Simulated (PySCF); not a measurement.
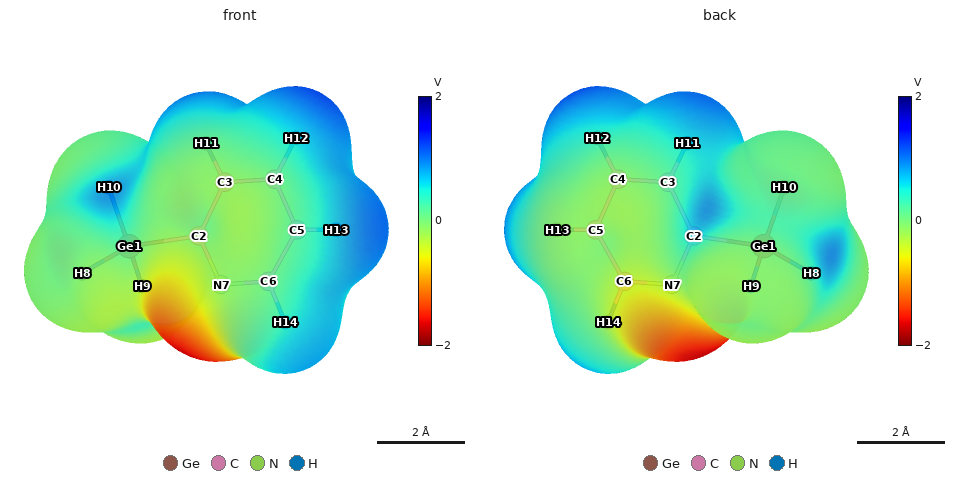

*C₅H₇GeN (SMILES [GeH3][c]1ccccn1). The molecular electrostatic potential painted on the density surface at 0.002 e/bohr³, seen from the front and from behind; the colour scale runs from red (negative) to blue (positive).*

Geometry: PBE0-D3(BJ)/def2-SVP.

All numbers below come from CAM-B3LYP/def2-SVPD, SCF density, gas phase in PySCF 2.14.0.

```yaml
atoms:
  - { symbol: Ge, position_ang: [1.9838, 0.4485, -0.5647] }
  - { symbol: C, position_ang: [0.0532, 0.3850, -0.2468] }
  - { symbol: C, position_ang: [-0.6010, -0.7434, 0.2613] }
  - { symbol: C, position_ang: [-1.9808, -0.6950, 0.4499] }
  - { symbol: C, position_ang: [-2.6583, 0.4764, 0.1258] }
  - { symbol: C, position_ang: [-1.9192, 1.5497, -0.3741] }
  - { symbol: N, position_ang: [-0.6033, 1.5099, -0.5564] }
  - { symbol: H, position_ang: [2.6097, 1.5763, 0.2716] }
  - { symbol: H, position_ang: [2.2504, 0.7165, -2.0545] }
  - { symbol: H, position_ang: [2.6137, -0.9009, -0.1635] }
  - { symbol: H, position_ang: [-0.0359, -1.6462, 0.5052] }
  - { symbol: H, position_ang: [-2.5192, -1.5606, 0.8444] }
  - { symbol: H, position_ang: [-3.7394, 0.5622, 0.2555] }
  - { symbol: H, position_ang: [-2.4194, 2.4882, -0.6399] }
```

**Describe the electrostatic potential map.**

The most negative region (about −1.7 V) lies over N7, the most positive (about +1.2 V) over H12 and H13. N7 is the likeliest acceptor of a hydrogen bond.

**What dipole moment does the calculation give?**

Its dipole moment is 2.44 D.
